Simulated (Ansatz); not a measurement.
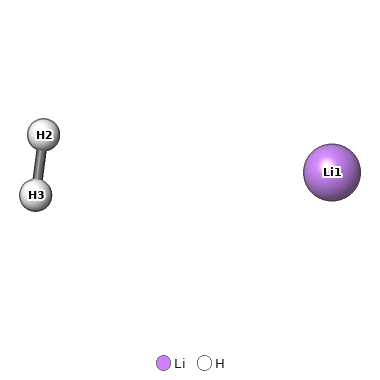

The system is Li + H₂, spin multiplicity 2; the picture shows the reference structure. Coordinates scanned: (1) distance Li1–H2; (2) distance H2–H3. Nothing is relaxed (the angle Li1–H2–H3 is fixed at 90 degrees). The scan uses a 16 × 16 grid. Points are written as (first, second). Energies are in kJ/mol, from Li far from the relaxed HH (each part in its own basis). Energies and slopes of some neighbouring points disagree (a jump in structure or state, or too coarse a mesh). In part of the range the unrestricted reference is strongly spin-contaminated. Theory: UHF-MP2, frozen core/aug-cc-pVTZ in Ansatz 0.2.0.

Its coordinates:

```yaml
atoms:
  - { symbol: Li, position_ang: [-3.6720, 0.0000, 0.0000] }
  - { symbol: H, position_ang: [0.0000, 0.0000, 0.0000] }
  - { symbol: H, position_ang: [0.0000, 0.7670, 0.0000] }
```

Range: distance Li1–H2 from 1.272 to 3.672 Å; distance H2–H3 from 0.592 to 2.992 Å.

Predict the map.

The lowest grid point is at (3.672 Å, 0.767 Å), 3.4 kJ/mol from Li far from the relaxed HH (each part in its own basis). It lies in a valley that leaves the map towards separated partners. The highest grid point, (3.672 Å, 2.992 Å), lies 424 kJ/mol above the lowest.

| distance H2–H3 ↓, distance Li1–H2 → | 1.343 | 1.568 | 1.847 | 2.163 | 2.507 | 2.876 | 3.265 | 3.672 |
| --- | --- | --- | --- | --- | --- | --- | --- | --- |
| 2.786 | 238 | 212 | 227 | 271 | 345 | 394 | 417 | 427 |
| 2.388 | 236 | 210 | 226 | 270 | 340 | 393 | 418 | 424 |
| 2.009 | 230 | 205 | 221 | 265 | 330 | 397 | 409 | 413 |
| 1.652 | 213 | 190 | 208 | 252 | 345 | 368 | 375 | 377 |
| 1.321 | 184 | 163 | 183 | 232 | 259 | 262 | 262 | 261 |
| 1.022 | 149 | 124 | 111 | 102 | 97 | 93 | 90 | 88 |
| 0.767 | 112 | 54 | 28 | 19 | 13 | 9 | 6 | 3 |
| 0.592 | 160 | 105 | 81 | 72 | 67 | 62 | 58 | 56 |

The table holds every second grid line.

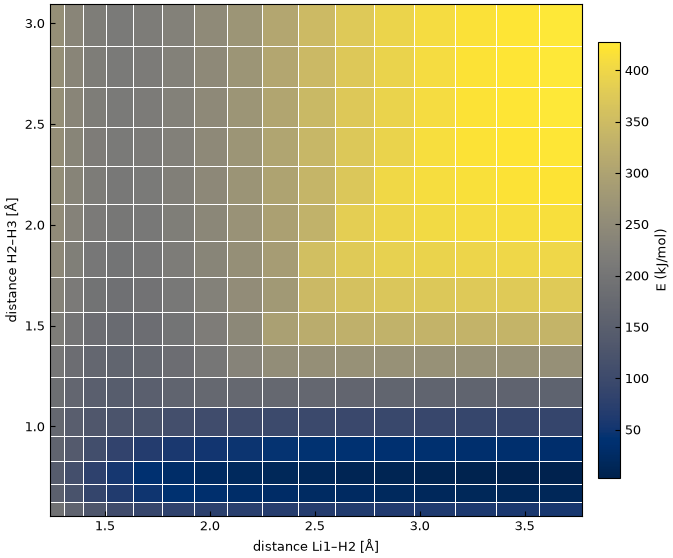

Drawn: one coloured cell a grid point.

Each point was launched as `ansatz run input.yaml --threads 1 --pin off --max-ram 2560MiB --backend cpu --events-out ev --progress --plain --runs-dir out`. Time for the 256 points that were run: 7.4 min on 1 thread of AMD EPYC 7R43 64-Core Processor (Zen 3) (shared host).
